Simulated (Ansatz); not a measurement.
**Ga4PN3: the cell at several levels of theory, part 1 of 2**

How does the equilibrium cell of Ga4PN3, ordered on the zincblende lattice (I-42m) with 8 atoms a cell depend on the functional? It is relaxed with PBE and r2SCAN. This is a trial cell built on a prototype, not taken from a measured structure, and it needn't be the compound's ground state.

Code: Ansatz 0.2.0. PAW datasets, plane waves, zero pressure. All values are calculated for a non-magnetic cell, which may be hypothetical.

## 1. The cell

This is the cell as the run starts from it, not yet at rest; its lengths are not the crystal's.

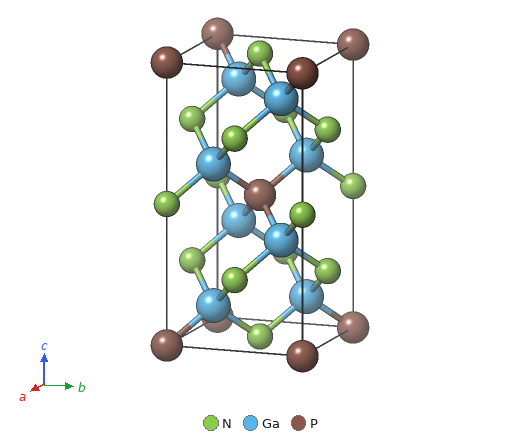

The structure, slightly off an axis: nitrogen green, gallium blue, phosphorus brown. The conventional cell is drawn.

As a file:

```xyz
8
Lattice="-2.2268 2.2268 4.4535 2.2268 -2.2268 4.4535 2.2268 2.2268 -4.4535" Properties=species:S:1:pos:R:3 pbc="T T T"
N     2.2268    0.0000    2.2268
Ga   -1.1134    1.1134    5.5669
N     0.0000    0.0000    4.4535
Ga    1.1134    1.1134   -1.1134
N     0.0000    2.2268    2.2268
Ga    1.1134   -1.1134    5.5669
P     0.0000    0.0000    0.0000
Ga    1.1134    1.1134    3.3401
```

## 2. Relaxation with PBE

Input file input.yaml:

```yaml
crystal:
  lattice:
    - [-2.2267533857, 2.2267533857, 4.4535067714]
    - [2.2267533857, -2.2267533857, 4.4535067714]
    - [2.2267533857, 2.2267533857, -4.4535067714]
  atoms:
    - { symbol: "N", position: [0.25, 0.75, 0.5] }
    - { symbol: Ga, position: [0.875, 0.375, 0.0] }
    - { symbol: "N", position: [0.5, 0.5, 0.0] }
    - { symbol: Ga, position: [0.125, 0.125, 0.5] }
    - { symbol: "N", position: [0.75, 0.25, 0.5] }
    - { symbol: Ga, position: [0.375, 0.875, 0.0] }
    - { symbol: P, position: [0.0, 0.0, 0.0] }
    - { symbol: Ga, position: [0.625, 0.625, 0.5] }
kpoints:
  mp_grid: { grid: [8, 8, 8] }
hamiltonian:
  xc: pbe
scf:
  occupations: { method: fermi_dirac, width: 0.02 }
relax:
  f_tol: 0.005
  cell: {}
```

Launch:

```
ansatz run input.yaml --threads 4 --pin off --max-ram 6451MiB --backend cpu --events-out ev --progress --plain --runs-dir out
```

Output:

```text
Warning: RAYON_NUM_THREADS=4 ignored (pool sized by the plan → 4); use --threads N
Engine: ansatz 0.2.0, aarch64-unknown-linux-gnu
Pseudopotentials: kind: paw
Pseudopotential: N, paw, valence charge 5, recommended cutoff 420 eV (normal), N.paw.azcp
Pseudopotential: Ga, paw, valence charge 13, recommended cutoff 420 eV (normal), Ga.paw.azcp
Pseudopotential: P, paw, valence charge 5, recommended cutoff 420 eV (normal), P.paw.azcp
Functional definition: PBE
  parameter kappa = 0.804
  parameter beta = 0.06672455060314922
  exchange = pbe_x(kappa = kappa, mu = beta*pi^2/3)
  correlation = pbe_c(beta = beta)
Crystal: 8 atoms, lattice volume = 88.330 Å³
Basis set: ecut = 420 eV, 1743 PW (Γ), exchange–correlation on 80×80×80 points (8 copies of the dense FFT grid, shifted against one another)
Bands: 44, of which v1, the nominal top of the filled ones, is band 36 counted from 1 (35 counted from 0)
Symmetry: 8 space group operations
Space group: I-42m (ITA 121), of the structure as read, at distance tolerance 4.5e-5 Å
k-points: 59 of 512 (time reversal used)
Non-local potential: N, projectors of the file, l = 0: 2, l = 1: 2, l = 2: 1
Non-local potential: Ga, projectors of the file, l = 0: 2, l = 1: 2, l = 2: 3, l = 3: 1
Non-local potential: P, projectors of the file, l = 0: 2, l = 1: 2, l = 2: 2
PAW form: soft (Blöchl's): semilocal exchange-correlation on the pseudo side does not see the compensation charge
PAW one-centre angular grid: N, 110 points (default); XC on 64 Gauss nodes
PAW one-centre angular grid: Ga, 590 points (default); XC on 64 Gauss nodes
PAW one-centre angular grid: P, 110 points (default); XC on 64 Gauss nodes
Initial density: superposition of atomic densities (neutral atoms: chi_scale 0, normalization atom), corrected by the library's trained network
Initial wavefunctions: pseudopotential atomic-orbital guess
Functional: x = pbe(κ = 0.804, μ = 0.2195149727645171), c = pbe(β = 0.06672455060314922)
SCF iter   1: F=—  HF=-17036.587182 eV  |F-HF|=—  |Δ(HF+E_count)|=         —  Δρ=4.14e-3  dr2=2.04e-2  ethr=1.77e-3  ⟨swp⟩=7.8  Hψ=12384  notcnv=0  defer=2
preconditioner: auto → Resta (q_TF=auto, 2.637 Å⁻¹)  ε∞=5.1  [insulator: Δε(μ)=1.634 eV  Ē_g=16.597 eV  σ=0.020 eV  W_gap=1.00  n_scr=30 (ndim 8)  ℏωp=33.5 eV  f_vac=0.000  D(μ)=0.00/eV (n_scr^D=0)  ε∞_Penn≈5.1]
SCF iter   2: F=—  HF=-17036.582159 eV  |F-HF|=—  |Δ(HF+E_count)|=   5.02e-3  Δρ=1.76e-3  dr2=2.40e-3  ethr=2.83e-5  ⟨swp⟩=3.0  Hψ=4838  notcnv=0  defer=120
SCF iter   3: F=—  HF=-17036.581609 eV  |F-HF|=—  |Δ(HF+E_count)|=   5.50e-4  Δρ=7.20e-4  dr2=4.74e-4  ethr=3.34e-6  ⟨swp⟩=2.0  Hψ=3656  notcnv=0  defer=120
SCF iter   4: F=—  HF=-17036.581523 eV  |F-HF|=—  |Δ(HF+E_count)|=   8.61e-5  Δρ=1.82e-4  dr2=1.91e-5  ethr=6.59e-7  ⟨swp⟩=2.7  Hψ=4911  notcnv=0  defer=120
SCF iter   5: F=—  HF=-17036.581527 eV  |F-HF|=—  |Δ(HF+E_count)|=   4.77e-6  Δρ=7.85e-5  dr2=4.49e-6  ethr=2.66e-8  ⟨swp⟩=2.0  Hψ=4571  notcnv=0  defer=120
SCF iter   6: F=—  HF=-17036.581528 eV  |F-HF|=—  |Δ(HF+E_count)|=   1.19e-6  Δρ=2.68e-5  dr2=5.36e-7  ethr=6.24e-9  ⟨swp⟩=2.0  Hψ=4601  notcnv=0  defer=120
SCF iter   7: F=—  HF=-17036.581529 eV  |F-HF|=—  |Δ(HF+E_count)|=   1.42e-7  Δρ=1.27e-5  dr2=1.44e-7  ethr=1.39e-10  ⟨swp⟩=5.2  Hψ=9710  notcnv=0
SCF iter   8: F=-17036.581529 eV  HF=-17036.581529 eV  |F-HF|=1.97e-9  |Δ(HF+E_count)|=  1.75e-10  Δρ=4.09e-6  dr2=1.48e-8  ethr=1.39e-10  ⟨swp⟩=5.0  Hψ=9046  notcnv=0
SCF 1 converged in 8 iterations: F = -17036.581529 eV  dr2 = 1.48e-8
relax step   1: F+E_penalty+E_count = -17036.58152860 eV  Δ(F+E_penalty+E_count) = +0.000e0 eV  max|allowed force component| = 4.457e0 eV/Å  Δτ_max = 0.0000 Å  P = +56.706 GPa  Ω = 88.330 Å³  (8 SCF iters, dr2 threshold 1.00e-7 eV, accepted)
Crystal: 8 atoms, lattice volume = 101.838 Å³
Basis set: ecut = 420 eV, 1975 PW (Γ), exchange–correlation on 80×80×80 points (8 copies of the dense FFT grid, shifted against one another)
Initial density: handed on by an earlier stage of this run
Initial wavefunctions: those handed on with the density
iter 1 solved again at ethr=1.34e-3 eV; its pass at ethr=3.10e-3 eV (dr2=9.65e-1 eV) is discarded
SCF iter   1: F=—  HF=-17041.901960 eV  |F-HF|=—  |Δ(HF+E_count)|=         —  Δρ=3.41e-2  dr2=9.68e-1  ethr=1.34e-3  ⟨swp⟩=1.2  Hψ=15468  notcnv=0
preconditioner: auto → Resta (q_TF=auto, 2.575 Å⁻¹)  ε∞=4.8  [insulator: Δε(μ)=0.678 eV  Ē_g=16.047 eV  σ=0.020 eV  W_gap=1.00  n_scr=30 (ndim 8)  ℏωp=31.2 eV  f_vac=0.015  D(μ)=0.00/eV (n_scr^D=0)  ε∞_Penn≈4.8]
SCF iter   2: F=—  HF=-17041.661703 eV  |F-HF|=—  |Δ(HF+E_count)|=   2.40e-1  Δρ=1.57e-2  dr2=1.83e-1  ethr=1.34e-3  ⟨swp⟩=3.0  Hψ=4099  notcnv=0
SCF iter   3: F=—  HF=-17041.631666 eV  |F-HF|=—  |Δ(HF+E_count)|=   3.00e-2  Δρ=4.79e-3  dr2=2.12e-2  ethr=2.55e-4  ⟨swp⟩=3.3  Hψ=5516  notcnv=0
SCF iter   4: F=—  HF=-17041.628994 eV  |F-HF|=—  |Δ(HF+E_count)|=   2.67e-3  Δρ=1.55e-3  dr2=2.47e-3  ethr=2.95e-5  ⟨swp⟩=3.0  Hψ=5910  notcnv=0  defer=104
SCF iter   5: F=—  HF=-17041.630992 eV  |F-HF|=—  |Δ(HF+E_count)|=   2.00e-3  Δρ=6.48e-4  dr2=4.14e-4  ethr=3.43e-6  ⟨swp⟩=2.0  Hψ=4984  notcnv=0  defer=104
SCF iter   6: F=—  HF=-17041.631031 eV  |F-HF|=—  |Δ(HF+E_count)|=   3.92e-5  Δρ=1.57e-4  dr2=2.91e-5  ethr=5.75e-7  ⟨swp⟩=2.0  Hψ=4733  notcnv=0  defer=104
SCF iter   7: F=—  HF=-17041.631061 eV  |F-HF|=—  |Δ(HF+E_count)|=   3.03e-5  Δρ=6.21e-5  dr2=3.66e-6  ethr=4.04e-8  ⟨swp⟩=2.0  Hψ=4598  notcnv=0  defer=104
SCF iter   8: F=-17041.631066 eV  HF=-17041.631066 eV  |F-HF|=3.46e-8  |Δ(HF+E_count)|=   4.68e-6  Δρ=1.18e-5  dr2=1.01e-7  ethr=1.11e-9  ⟨swp⟩=5.6  Hψ=11037  notcnv=0
SCF 2 converged in 8 iterations: F = -17041.631066 eV  dr2 = 1.01e-7
relax step   2: F+E_penalty+E_count = -17041.63106584 eV  Δ(F+E_penalty+E_count) = -5.050e0 eV  max|allowed force component| = 5.770e-1 eV/Å  Δτ_max = 0.1607 Å  P = +11.829 GPa  Ω = 101.838 Å³  energy of the carried Pulay correction = -3.308e-2 eV  (8 SCF iters, dr2 threshold 8.00e-7 eV, accepted)
Crystal: 8 atoms, lattice volume = 106.843 Å³
Basis set: ecut = 420 eV, 2103 PW (Γ), exchange–correlation on 80×80×80 points (8 copies of the dense FFT grid, shifted against one another)
iter 1 solved again at ethr=9.61e-5 eV; its pass at ethr=3.10e-3 eV (dr2=6.92e-2 eV) is discarded
SCF iter   1: F=—  HF=-17041.907837 eV  |F-HF|=—  |Δ(HF+E_count)|=         —  Δρ=7.79e-3  dr2=7.09e-2  ethr=9.61e-5  ⟨swp⟩=2.4  Hψ=15375  notcnv=0
preconditioner: auto → Resta (q_TF=auto, 2.555 Å⁻¹)  ε∞=4.9  [insulator: Δε(μ)=0.726 eV  Ē_g=15.488 eV  σ=0.020 eV  W_gap=1.00  n_scr=30 (ndim 8)  ℏωp=30.5 eV  f_vac=0.003  D(μ)=0.00/eV (n_scr^D=0)  ε∞_Penn≈4.9]
SCF iter   2: F=—  HF=-17041.892291 eV  |F-HF|=—  |Δ(HF+E_count)|=   1.55e-2  Δρ=3.52e-3  dr2=1.61e-2  ethr=9.61e-5  ⟨swp⟩=2.0  Hψ=3560  notcnv=0
SCF iter   3: F=—  HF=-17041.890113 eV  |F-HF|=—  |Δ(HF+E_count)|=   2.18e-3  Δρ=8.84e-4  dr2=5.89e-4  ethr=2.24e-5  ⟨swp⟩=2.9  Hψ=5318  notcnv=0
SCF iter   4: F=—  HF=-17041.890351 eV  |F-HF|=—  |Δ(HF+E_count)|=   2.38e-4  Δρ=3.92e-4  dr2=1.71e-4  ethr=8.18e-7  ⟨swp⟩=2.0  Hψ=4741  notcnv=0
SCF iter   5: F=—  HF=-17041.890311 eV  |F-HF|=—  |Δ(HF+E_count)|=   3.97e-5  Δρ=1.64e-4  dr2=2.78e-5  ethr=2.37e-7  ⟨swp⟩=2.0  Hψ=4720  notcnv=0
SCF iter   6: F=—  HF=-17041.890309 eV  |F-HF|=—  |Δ(HF+E_count)|=   2.74e-6  Δρ=5.17e-5  dr2=2.50e-6  ethr=3.86e-8  ⟨swp⟩=2.0  Hψ=4720  notcnv=0
SCF iter   7: F=-17041.890310 eV  HF=-17041.890310 eV  |F-HF|=2.91e-8  |Δ(HF+E_count)|=   1.44e-6  Δρ=1.16e-5  dr2=1.13e-7  ethr=1.11e-9  ⟨swp⟩=5.8  Hψ=11383  notcnv=0
SCF 3 converged in 7 iterations: F = -17041.890310 eV  dr2 = 1.13e-7
relax step   3: F+E_penalty+E_count = -17041.89031000 eV  Δ(F+E_penalty+E_count) = -2.592e-1 eV  max|allowed force component| = 2.311e-1 eV/Å  Δτ_max = 0.0180 Å  P = +2.972 GPa  Ω = 106.843 Å³  energy of the carried Pulay correction = -4.419e-2 eV  (7 SCF iters, dr2 threshold 8.00e-7 eV, accepted)
[... 11 lines left out ...]
relax step   4: F+E_penalty+E_count = -17041.91489944 eV  Δ(F+E_penalty+E_count) = -2.459e-2 eV  max|allowed force component| = 2.980e-2 eV/Å  Δτ_max = 0.0130 Å  P = +0.247 GPa  Ω = 108.586 Å³  energy of the carried Pulay correction = -4.793e-2 eV  (6 SCF iters, dr2 threshold 8.00e-7 eV, accepted)
[... 11 lines left out ...]
relax step   5: F+E_penalty+E_count = -17041.91492590 eV  Δ(F+E_penalty+E_count) = -2.646e-5 eV  max|allowed force component| = 3.402e-3 eV/Å  Δτ_max = 0.0021 Å  P = +0.001 GPa  Ω = 108.744 Å³  energy of the carried Pulay correction = -4.826e-2 eV  (6 SCF iters, dr2 threshold 1.64e-7 eV, accepted)
[... 12 lines left out ...]
relax step   6: F+E_penalty+E_count = -17042.03495205 eV  Δ(F+E_penalty+E_count) = -1.200e-1 eV  max|allowed force component| = 2.971e-3 eV/Å  Δτ_max = 0.0000 Å  P = +1.364 GPa  Ω = 108.744 Å³  stress off target by 1.43e0 GPa  SCF on the basis re-selected at this cell (its energy is not comparable with the rows above)  (8 SCF iters)
[... 12 lines left out ...]
relax step   7: F+E_penalty+E_count = -17042.03743304 eV  Δ(F+E_penalty+E_count) = -2.481e-3 eV  max|allowed force component| = 8.834e-3 eV/Å  Δτ_max = 0.0002 Å  P = +0.168 GPa  Ω = 109.679 Å³  energy of the carried Pulay correction = -1.961e-3 eV  (6 SCF iters, dr2 threshold 8.00e-7 eV, accepted)
[... 11 lines left out ...]
relax step   8: F+E_penalty+E_count = -17042.03726263 eV  Δ(F+E_penalty+E_count) = +1.704e-4 eV  max|allowed force component| = 8.344e-3 eV/Å  Δτ_max = 0.0007 Å  P = -0.000 GPa  Ω = 109.818 Å³  energy of the carried Pulay correction = -2.264e-3 eV  (6 SCF iters, dr2 threshold 1.25e-7 eV, accepted)
[... 12 lines left out ...]
relax step   9: F+E_penalty+E_count = -17042.03727567 eV  Δ(F+E_penalty+E_count) = -1.305e-5 eV  max|allowed force component| = 1.127e-4 eV/Å  Δτ_max = 0.0003 Å  P = -0.000 GPa  Ω = 109.815 Å³  energy of the carried Pulay correction = -2.257e-3 eV  (6 SCF iters, dr2 threshold 4.35e-9 eV, accepted)
iter 1 solved again at ethr=1.07e-7 eV; its pass at ethr=3.10e-3 eV (dr2=7.71e-5 eV) is discarded
SCF iter   1: F=—  HF=-17042.038392 eV  |F-HF|=—  |Δ(HF+E_count)|=         —  Δρ=3.07e-4  dr2=2.57e-6  ethr=1.07e-7  ⟨swp⟩=4.0  Hψ=18684  notcnv=0
SCF iter   2: F=—  HF=-17042.039224 eV  |F-HF|=—  |Δ(HF+E_count)|=   8.32e-4  Δρ=1.56e-4  dr2=6.75e-7  ethr=3.57e-9  ⟨swp⟩=2.3  Hψ=3728  notcnv=0
SCF iter   3: F=—  HF=-17042.039507 eV  |F-HF|=—  |Δ(HF+E_count)|=   2.83e-4  Δρ=1.55e-5  dr2=1.21e-8  ethr=9.37e-10  ⟨swp⟩=3.0  Hψ=5159  notcnv=0
SCF iter   4: F=—  HF=-17042.039510 eV  |F-HF|=—  |Δ(HF+E_count)|=   2.62e-6  Δρ=1.63e-6  dr2=1.38e-9  ethr=1.69e-11  ⟨swp⟩=2.0  Hψ=4720  notcnv=0
SCF iter   5: F=—  HF=-17042.039510 eV  |F-HF|=—  |Δ(HF+E_count)|=  5.09e-10  Δρ=5.01e-7  dr2=8.12e-11  ethr=1.92e-12  ⟨swp⟩=2.0  Hψ=4722  notcnv=0
SCF iter   6: F=-17042.039510 eV  HF=-17042.039510 eV  |F-HF|=6.55e-11  |Δ(HF+E_count)|=   1.07e-9  Δρ=1.04e-7  dr2=5.52e-12  ethr=1.00e-12  ⟨swp⟩=4.2  Hψ=9210  notcnv=0
SCF 10 converged in 6 iterations: F = -17042.039510 eV  dr2 = 5.52e-12
relax step  10: F+E_penalty+E_count = -17042.03950968 eV  Δ(F+E_penalty+E_count) = -2.234e-3 eV  max|allowed force component| = 1.535e-4 eV/Å  Δτ_max = 0.0000 Å  P = +0.001 GPa  Ω = 109.815 Å³  stress off target by 3.28e-3 GPa  SCF on the basis re-selected at this cell (its energy is not comparable with the rows above)  (6 SCF iters)
basis re-selected at this cell: Δ(F+E_penalty+E_count) = -2.234e-3 eV, ΔP = +0.001 GPa vs the last step (what re-selecting the basis moved, of the pressure what is left beyond the Pulay correction that the steps carried, after the strain that the cell walked since its last selection, with what the two solves' SCF thresholds leave and, on support functions, any second-order correction that the steps lacked; it is no measure of the basis error at this ecutwfc). This SCF's stress stands 3.28e-3 GPa from its target on what of the cell is left free (relax.cell.stress_tol is 5.00e-2 GPa) and its largest allowed force component is 1.54e-4 eV/Å (relax.f_tol is 5.00e-3 eV/Å): within both
SCF converged after 6 iterations
Free energy (F): -17042.039510 eV
Harris-Foulkes:  -17042.039510 eV  (|F-HF|=6.55e-11)
Internal energy: -17042.039510 eV  (E = F + TS)
E sigma→0 (E₀):  -17042.039510 eV
Fermi energy:    8.971891 eV
--- Per-component energies (eV) ---
  E_band       = -110.618772
  E_kinetic    = 921.089200
  E_local      = -8297.990962  (includes V_loc(G=0)·N_el)
  E_nonlocal   = 1881.761189
  E_hartree    = 3817.008890
  E_xc         = -515.366527
  E_vxc        = -518.948775  (∫ρ·V_xc dr)
  E_paw        = -8918.681216  (= ΣΔE_a)
  E_vpaw       = -1730.547191  (= ΣTr[D̂ρ^β])
  E_aug_tail   = -0.000181  (compensation charges beyond the density's cutoff)
  E_ewald      = -5929.859902
  E_smearing   = -0.000000  (= −TS)
  E_closure    = -0.000000  (closes the sum)
  Σ components = -17042.039510   (vs F -17042.039510, Δ=0.00e0)
--- Forces (eV/Å), atoms counted from 1 ---
  atom   1  N     -0.00000000    -0.00000000    -0.00000000
  atom   2  Ga    -0.00015352     0.00015352     0.00011124
  atom   3  N      0.00000000     0.00000000     0.00000000
  atom   4  Ga    -0.00015352    -0.00015352    -0.00011124
  atom   5  N     -0.00000000     0.00000000    -0.00000000
  atom   6  Ga     0.00015352    -0.00015352     0.00011124
  atom   7  P      0.00000000    -0.00000000     0.00000000
  atom   8  Ga     0.00015352     0.00015352    -0.00011124
  max |Σ_I F_I| component: 1.56e-17 eV/Å
--- Stress (GPa, compression-positive) ---
        0.002811       0.000000       0.000000
        0.000000       0.002811       0.000000
        0.000000      -0.000000      -0.003278
  P = ⅓ Tr σ = 0.0008 GPa (0.008 kbar)
--- Relaxed structure (8 steps of the walk, 8 accepted, 2 SCFs on fresh bases) ---
  F+E_penalty+E_count = -17042.03950968 eV   max|allowed force component| = 1.535e-4 eV/Å   (the final SCF, on the basis selected at the relaxed cell)
  cell:  # Å, volume = 109.8154 Å³
    - [-2.406275260494021, 2.406275260494021, 4.741467163478012]
    - [2.406275260494021, -2.406275260494021, 4.741467163478012]
    - [2.406275260494021, 2.406275260494021, -4.741467163478012]
  atoms:
    - { symbol: N, position: [0.25000000000000006, 0.75, 0.5] }
    - { symbol: Ga, position: [0.8587151783586802, 0.4113415992536058, 0.0] }
    - { symbol: N, position: [0.5, 0.5, -3.83432317343905e-19] }
    - { symbol: Ga, position: [0.1412848216413197, 0.1412848216413197, 0.5526264208949256] }
    - { symbol: N, position: [0.75, 0.25000000000000006, 0.5] }
    - { symbol: Ga, position: [0.4113415992536058, 0.8587151783586802, 0.0] }
    - { symbol: P, position: [-8.398993618009323e-19, -3.590874083061988e-19, -3.834323173439069e-19] }
    - { symbol: Ga, position: [0.5886584007463941, 0.5886584007463941, 0.4473735791050743] }
```

Run time: 2.2 min. Hardware: 4 threads of Arm Neoverse N1, shared host; peak memory 0.57 GiB.

The steps:

```tsv
step	energy change (meV/atom)	largest force (eV/Å)	pressure (GPa)	volume (Å³/atom)
1	0.0	4.4572	56.71	11.041
2	-631.2	0.5770	11.83	12.730
3	-663.6	0.2311	2.97	13.355
4	-666.7	0.0298	0.25	13.573
5	-666.7	0.0034	0.00	13.593
6	-681.7	0.0030	1.36	13.593
7	-682.0	0.0088	0.17	13.710
8	-682.0	0.0083	0.00	13.727
9	-682.0	0.0001	0.00	13.727
10	-682.2	0.0002	0.00	13.727
```

Steps 6, 10 solve the same cell on a plane-wave basis chosen anew, so the energy can jump there without a move.

The table lists every geometry solved, with passes on a fresh basis, whose energies don't compare exactly with the rows above.

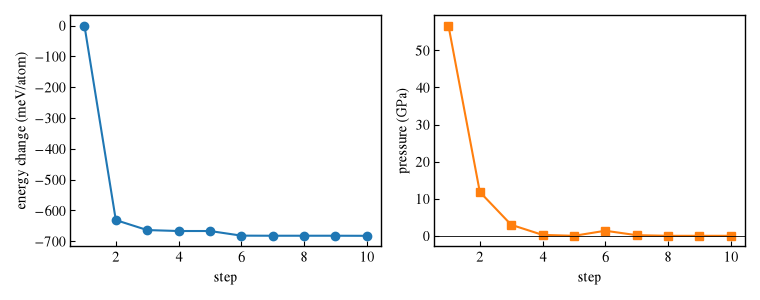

Energy and pressure along the relaxation.

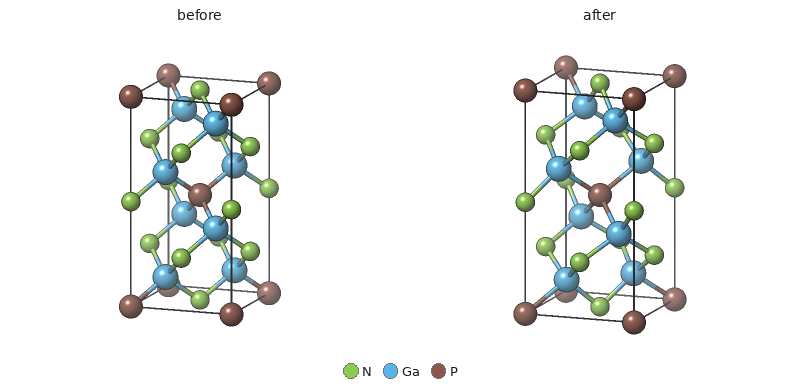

Before and after, at one scale.

```
                       before   after    change
                a (Å)   4.454   4.813   +8.06 %
                c (Å)   8.907   9.483   +6.47 %
     volume (Å³/atom)  11.041  13.727  +24.32 %
shortest distance (Å)   1.928   1.989   +3.16 %
          space group   I-42m   I-42m      same
```

(Continued in part 2 of 2.)
